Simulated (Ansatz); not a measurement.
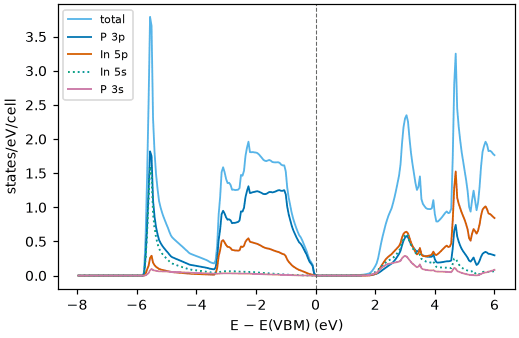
Fig. 1. Total and projected density of states of InP (zinc blende, F-43m), r²SCAN (plane waves, PAW; program Ansatz)

Problem. Which orbitals carry the states next to the gap?

Solution. Top 1 eV of the valence band: P 3p 81 %, In 5p 16 %. Bottom 1 eV of the conduction band: In 5s 40 %, P 3s 27 %, P 3p 18 %, In 5p 12 %. Projections are on Löwdin-orthogonalised atomic valence shells; empty p or d shells of many metals are not among them.

Problem. Where is the tallest occupied peak in this window, and what makes it?

Solution. Near -5.5 eV, about 3.8 states/eV per cell; the largest projected share is P 3p.

The r²SCAN relaxation kept the symmetry of its start; of distortions, only those at the zone centre were tested. Scalar-relativistic: spin–orbit coupling is off unless named, which matters more the heavier the elements.

Potentials: the later of the program's two PAW sets.
